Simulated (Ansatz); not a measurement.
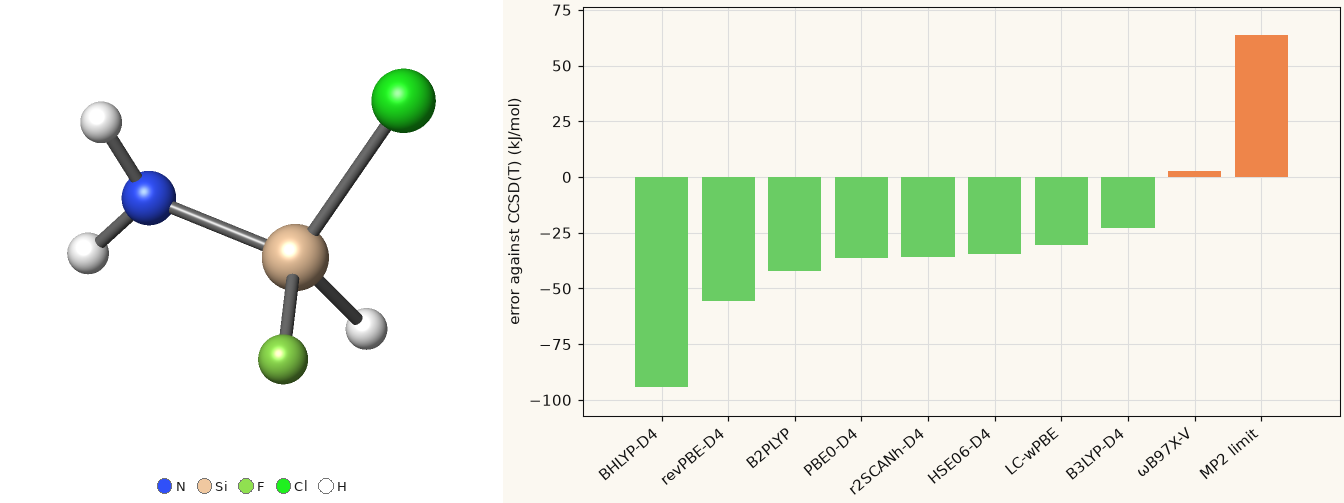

Error in the electronic atomisation energy (method less reference, so positive means overbinding) of SiNH₃ClF, SMILES N[Si@H](F)Cl: functionals in def2-TZVPP against frozen-core CCSD(T) at the limit (MP2 extrapolated from triple and quadruple zeta, plus CCSD(T) less MP2 in a smaller set), which gives 2523.6 kJ/mol, at a PBE0-D4/def2-TZVP geometry (a minimum by its frequencies), no zero-point or spin-orbit term, the Ansatz code. The reference leaves out core correlation, a term that grows with the number of heavy atoms. B2PLYP holds a correlation term that converges slowly with the basis, so part of the distance to the limit is basis error. No dispersion term is added to B2PLYP and LC-wPBE. Limit means the basis limit.

### Which of these levels overbind, and which underbind?

Overbind: MP2 limit. Underbind: BHLYP-D4, revPBE-D4, B2PLYP, PBE0-D4, r2SCANh-D4, HSE06-D4, LC-wPBE and B3LYP-D4. Within 20 kJ/mol of zero, too close to call in view of what the reference leaves out: ωB97X-V.

### What range do the values span?

From −94.4 kJ/mol (BHLYP-D4) to 63.8 kJ/mol (MP2 limit).
